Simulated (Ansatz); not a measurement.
# NaGeCl3 in Amm2, a phase reached by a soft mode: following an unstable mode, part 3 of 3

Which phase does NaGeCl3 in Amm2, a phase reached by a soft mode fall into along its unstable mode, and how much energy does it gain?

Ansatz 0.2.0; DFT PBEsol, scalar-relativistic, plane waves, PAW; PAW set soft_1.

So far. Step 5 (Energy along the mode, all amplitudes (two of the runs …): The lowest of the steps tried is at 0.04 Å, 0.044 meV/atom below the parent; the bottom of the well need not coincide with a step. Step 7 (The new phase in its own primitive cell): The largest force component left is 0.21 meV/Å and the pressure is 0.000 GPa, within the tolerances set. The cell now holds 30.30 Å³/atom.

The structure was built from a prototype and need not be the compound's stable phase.

## Step 8: Modes of the new phase

A relaxed structure may still be a saddle point, so its zone-centre modes are computed. The response to a homogeneous field gives the Born charges and the dielectric tensor.

input.yaml reads:

```yaml
crystal:
  lattice:
    - [4.3160134404, -3.3980480418, 0.0]
    - [4.3160134404, 3.3980480418, 0.0]
    - [-0.0338824286, 0.0, 5.1646103997]
  atoms:
    - { symbol: Na, position: [0.8332225811, 0.8332225811, 0.0060676717] }
    - { symbol: Ge, position: [0.4957019175, 0.4957019175, 0.504893303] }
    - { symbol: Cl, position: [0.5693095255, 0.0548172768, 0.5005716232] }
    - { symbol: Cl, position: [0.0548172768, 0.5693095255, 0.5005716232] }
    - { symbol: Cl, position: [0.516886945, 0.516886945, 0.9854997029] }
kpoints:
  mp_grid: { grid: [8, 8, 8] }
hamiltonian:
  xc: pbesol
  pseudopotentials: { kind: paw, azcp: { folder: soft_1 }, xc_functional: pbe }
scf:
  occupations: { method: fixed }
output:
  eigenvalues: true
phonons:
  method: dfpt
  dielectric: true
  rigid_motions: translations
```

Started as:

```bash
$ ansatz run input.yaml --threads 8 --pin off --max-ram 16384MiB --backend cpu --events-out ev --progress --plain --runs-dir out
```

Numbers of over 12 decimals in the logs are rounded to 6 here.

Output:

```text
[...]
Crystal: 5 atoms, lattice volume = 151.489 Å³
Basis set: ecut = 420 eV, 2985 PW (Γ), exchange–correlation on 80×80×72 points (8 copies of the dense FFT grid, shifted against one another)
Bands: 27, of which v1, the nominal top of the filled ones, is band 22 counted from 1 (21 counted from 0)
Symmetry: 2 space group operations
k-points: 260 of 512 (irreducible under 1 space group operation, time reversal used)
[...]
SCF iter   1: F=—  HF=-8919.155622 eV  |F-HF|=—  |Δ(HF+E_count)|=         —  Δρ=5.04e-2  dr2=3.76e0  ethr=3.10e-3  ⟨swp⟩=5.0  Hψ=28451  notcnv=0  defer=691
[...]
SCF iter  13: F=-8917.452911 eV  HF=-8917.452911 eV  |F-HF|=3.09e-11  |Δ(HF+E_count)|=   1.06e-9  Δρ=1.08e-7  dr2=2.55e-11  ethr=1.00e-12  ⟨swp⟩=16.8  Hψ=52000  notcnv=0
SCF 1 converged in 13 iterations: F = -8917.452911 eV  dr2 = 2.55e-11
[...]
NSCF: frozen V_eff on 3 k-points
[...]
Bands: 23, of which v1, the nominal top of the filled ones, is band 22 counted from 1 (21 counted from 0)
k-points: 468 of 1728 (time reversal used)
[...]
Eigensolver: Dense (468 Hₖ)
SCF iter   1: F=—  HF=-8917.440129 eV  |F-HF|=—  |Δ(HF+E_count)|=         —  Δρ=1.19e-4  dr2=4.69e-6  ethr=1.00e-1
[...]
SCF iter   4: F=-8917.440136 eV  HF=-8917.440136 eV  |F-HF|=5.96e-9  |Δ(HF+E_count)|=   6.20e-8  Δρ=1.98e-6  dr2=7.02e-9  ethr=1.94e-10
SCF 1 converged in 4 iterations: F = -8917.440136 eV  dr2 = 7.02e-9
[...]
SCF converged after 13 iterations
Free energy (F): -8917.452911 eV
[...]
Internal energy: -8917.452911 eV  (E = F + TS)
E sigma→0 (E₀):  -8917.452911 eV
Fermi energy:    2.571011 eV
[...]
--- Band table (eV; the first three rows and the last of 260) ---
  k-point 0: bands = [... 18 lower, -0.5245, -0.3905, -0.3884, 0.2015, 5.1456, 6.8564, 7.6215, 7.6226, ... 1 higher]
  k-point 1: bands = [... 18 lower, -0.6214, -0.3561, -0.3032, 0.2021, 5.2985, 6.7877, 7.4978, 7.5062, ... 1 higher]
  k-point 2: bands = [... 18 lower, -0.7359, -0.3446, -0.0008, 0.2035, 5.7126, 6.5661, 6.7509, 7.2758, ... 1 higher]
  k-point 259: bands = [... 18 lower, -0.1440, 0.0602, 0.3351, 2.5710, 4.0616, 4.2053, 4.5320, 6.4532, ... 1 higher]
[...]
ASR residual: 6.435e-5 → 0.000e0 eV/Å²; symmetrization residual: 1.713e-5 eV/Å²
  ASR residual per site (eV/Å²): 4.27e-5 1.29e-5 6.43e-5 6.43e-5 5.00e-5
[...]
ε∞ (high-frequency dielectric tensor):
        3.584666    -0.000000     0.025446
       -0.000000     3.465334    -0.000000
        0.025446    -0.000000     5.141883
[...]
Born effective charges Z* (e; rows j = field, columns β = displacement):
    site 0:
         1.04843   -0.00000   -0.00272
        -0.00000    1.27065    0.00000
         0.01418   -0.00000    1.32975
    site 1:
         2.56558   -0.00000    0.05926
        -0.00000    2.76124   -0.00000
         0.04727   -0.00000    4.55498
    site 2:
        -1.50643   -1.12995    0.00612
        -1.27296   -1.76110   -0.00223
        -0.01744   -0.03170   -0.59596
    site 3:
        -1.50643    1.12995    0.00612
         1.27296   -1.76110    0.00223
        -0.01744    0.03170   -0.59596
    site 4:
        -0.60116    0.00000   -0.06878
         0.00000   -0.50970    0.00000
        -0.02657    0.00000   -4.69280
  Z* charge neutrality: 9.964e-3 e pre-enforcement
[...]
optical modes at Γ without the LO–TO term, one row a degenerate level:
      ω (cm⁻¹)  modes    IR ((D/Å)²/amu)
        -38.63      1             1.3301
         36.71      1             1.1072
         51.97      1             4.5873
         67.00      1             0.2575
         78.71      1             9.5653
         84.83      1             4.3755
         87.23      1             0.2542
        117.86      1             4.7830
        136.92      1             0.1216
        164.01      1             1.6226
        216.64      1             7.4082
        260.25      1             6.1562
  optical modes at Γ + LO–TO along q̂ = [1.0000, 0.0000, 0.0000]:
      ω (cm⁻¹)  modes    IR ((D/Å)²/amu)
        -38.63      1             1.3301
         36.71      1             1.1072
         51.97      1             4.6050
         67.00      1             0.2575
         80.16      1            11.8670
         86.53      1             1.7774
         87.23      1             0.2542
        118.87      1             4.9065
        136.93      1             0.1090
        175.51      1             0.5959
[...]
optical modes at Γ + LO–TO along q̂ = [0.0000, 1.0000, 0.0000]:
      ω (cm⁻¹)  modes    IR ((D/Å)²/amu)
[...]
optical modes at Γ + LO–TO along q̂ = [0.0000, 0.0000, 1.0000]:
      ω (cm⁻¹)  modes    IR ((D/Å)²/amu)
        -38.63      1             1.3301
         36.71      1             1.1072
         59.41      1             0.0278
         67.00      1             0.2575
         82.97      1             0.2112
         87.23      1             0.2542
        109.91      1             0.1204
        136.70      1             0.0100
        163.85      1             1.6305
        216.64      1             7.4082
        257.96      1             9.5800
        268.71      1            19.6316
```

The job ended after 5 min (8 threads of Arm Neoverse V1, shared host; peak memory 4.8 GiB; 38 min of CPU time).

This step gave:

* sum-rule residual before enforcement: 6.43e-5 eV/Å²
* miss of the charge sum rule: 0.009964 e
* estimated error of the dielectric tensor: 0.09711
* estimated error of the Born charges: 0.1124 e
* point group: m
* highest optical mode at the zone centre (no LO-TO term): 260.2 cm⁻¹
* lowest optical zone-centre mode: -38.63 cm⁻¹
* mean high-frequency dielectric constant: 4.064
* largest Born charge (third of the trace): 3.294 e
* top of the zone-centre spectrum with the field: 307.7 cm⁻¹

Without the LO-TO term. Patterns of degenerate modes are one choice out of their space. The modes at Γ (shares of kinetic energy by element, %) (negative means imaginary):

```csv
mode,frequency (cm⁻¹),symmetry,Na %,Ge %,Cl %
1,-38.6,A'',35,1,63
2,0.0,acoustic,11,36,53
3,0.0,acoustic,11,36,53
4,0.0,acoustic,11,36,53
5,36.7,A'',33,4,63
6,52.0,A',85,3,13
7,67.0,A'',9,7,84
8,78.7,A',9,10,81
9,84.8,A',23,15,62
10,87.2,A'',10,10,80
11,117.9,A',2,44,54
12,136.9,A',10,24,67
13,164.0,A',49,4,47
14,216.6,A'',1,42,57
15,260.2,A',0,29,71
```

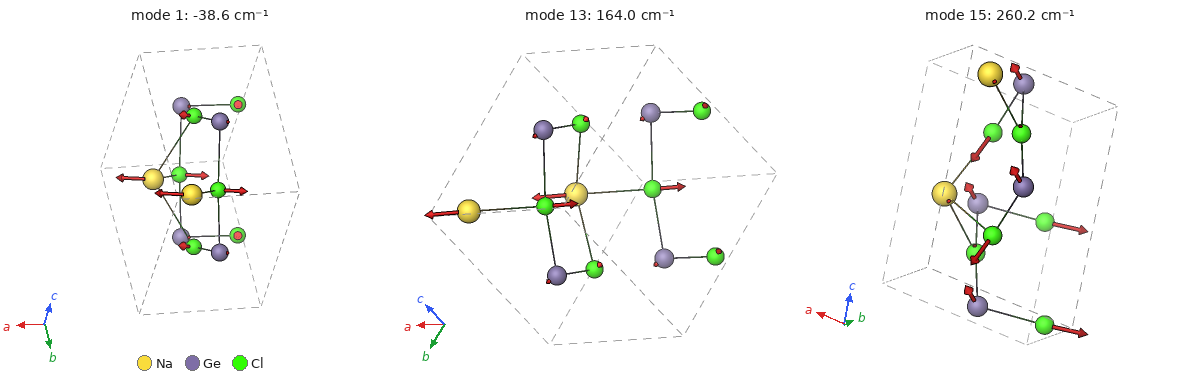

Displacement patterns of modes 1, 13 and 15 at Γ; arrows are exaggerated. Some periodic images of atoms are drawn too.

High-frequency dielectric tensor, which the program warns is not settled by the k meshes in reach. Tensor:

```csv
,x,y,z
x,3.585,0,0.025
y,0,3.465,0
z,0.025,0,5.142
```

Optical modes at the zone centre, without and with the macroscopic field of the longitudinal modes; each column is sorted by frequency, so a row need not hold one and the same mode. Modes with and without the field, by row:

```csv
rank among optical modes,no field (cm⁻¹),"q along (1, 0, 0) (cm⁻¹)","q along (0, 1, 0) (cm⁻¹)","q along (0, 0, 1) (cm⁻¹)"
1,-38.6,-38.6,-18.2,-38.6
2,36.7,36.7,52,36.7
3,52,52,59.8,59.4
4,67,67,77.5,67
5,78.7,80.2,78.7,83
6,84.8,86.5,84.8,87.2
7,87.2,87.2,97.4,109.9
8,117.9,118.9,117.9,136.7
9,136.9,136.9,136.9,163.8
10,164,175.5,164,216.6
11,216.6,216.6,260.2,258
12,260.2,307.7,286.8,268.7
```

Born charge (rows field, columns displacement) (e), principal values of the symmetric part by kind of site:

```csv
atom,atoms with these values,low,middle,high,mean
Na1,1,1.05,1.27,1.33,1.22
Ge2,1,2.56,2.76,4.56,3.29
Cl3,2,-2.84,-0.60,-0.43,-1.29
Cl5,1,-4.69,-0.60,-0.51,-1.93
```

In full for Cl5:

```
-0.60  0.00 -0.07
 0.00 -0.51  0.00
-0.03  0.00 -4.69
```

Transverse modes; imaginary modes are left out. Lines of the infrared spectrum (strongest = 100):

```csv
position (cm⁻¹),label,relative intensity
37,A'',12
52,A',48
67,A'',2.7
79,A',100
85,A',46
87,A'',2.7
118,A',50
137,A',1.3
164,A',17
217,A'',77
260,A',64
```

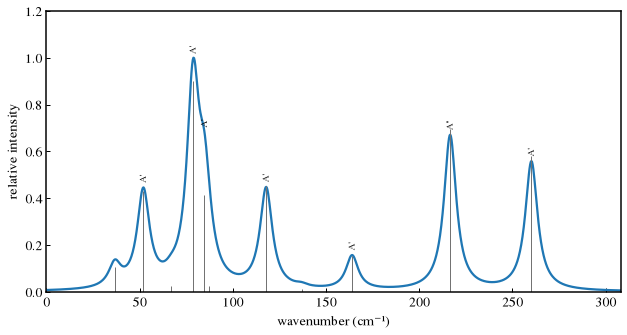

The infrared spectrum, broadened with Lorentzians of width 8 cm⁻¹; bars mark the lines.

Before it was imposed, the acoustic sum rule was missed by 6.4e-5 eV/Å² and the charge sum rule by 0.0100 e. Small misses are needed for a sound result but don't prove that mesh and cutoff are converged. The lowest optical mode is imaginary, 38.6i cm⁻¹, so the energy falls along it.

The log warns of the k mesh: “the force constants stand on the 8×8×8 k-mesh, whose period is 10.91 times the interband length at k = (-0.5000, -0.5000, -0.5000), direct gap 1.491 eV, under 14: take them and everything formed from them as unconverged”.

## Step 9: The phases reached

The phases reached along the modes that were followed are set side by side.

Energies are those of the first relaxation, on the mesh of the frozen mode; space group, volume and gap are those of the last relaxation. Phases, by row:

```csv
mode frozen in,space group,energy from parent (meV/atom),volume (Å³/atom),gap on mesh (eV),lowest zone-centre optical mode (cm⁻¹),largest shift (Å)
parent,Amm2,0,30.18,1.39,–,–
"q = (0, 0, 0), 46i cm⁻¹",Cm,-0.11,30.3,1.491,-38.6,0.072
```

## Step 10: What came out

```
unstable mode of the parent                                                      : q = (0, 0, 0), 46i cm⁻¹
depth at the lowest point sampled                                                : 0.044 meV/atom
largest atomic shift at that point                                               : 0.04 Å
space group reached (within 0.01 Å)                                              : Cm
energy gained over the parent (first relaxation, on the mesh of the frozen mode) : 0.109 meV/atom
volume per atom, phase reached                                                   : 30.3 Å³
gap on the k-mesh, phase reached                                                 : 1.49 eV
lowest optical zone-centre mode, phase reached                                   : -38.6 cm⁻¹
highest optical mode at the zone centre (no LO-TO term), phase reached           : 260 cm⁻¹
```

**Reading.** Along this mode the structure falls into Cm, 0.109 meV/atom below the parent. At the parent's cell the well is 0.044 meV/atom deep on the steps tried, with its lowest point at a shift of 0.04 Å. Relaxing atoms and cell changes the gain by +0.07 meV/atom against the lowest step (energies at zero smearing). The new phase still has an imaginary mode at the zone centre of its cell, so it is a saddle point on the way to a lower structure. How so shallow a well moves with the k mesh was not tested. Each path keeps the symmetry of its pattern, so a lower phase may lie along a pattern not tried. With the field response the log warns that the k mesh is coarse for the force constants too, so the frequencies may not be converged. In at least one run the field response is not settled by the k meshes in reach, so its dielectric tensor, Born charges and longitudinal modes are rough. The PAW files were made for PBE and serve the other functionals too. The starting cell was built on a prototype and not taken from a measurement, so the phase need not exist.

[Logs are printed without paths, hosts, clocks, repeated set-up lines and the standing remarks that a program may print on its own settings, such as how far it seeks lower states.]

[Hosts, paths, dates, database ids (printed as entryN), source tags and the programs' standing remarks are cut or masked in the printed files.]
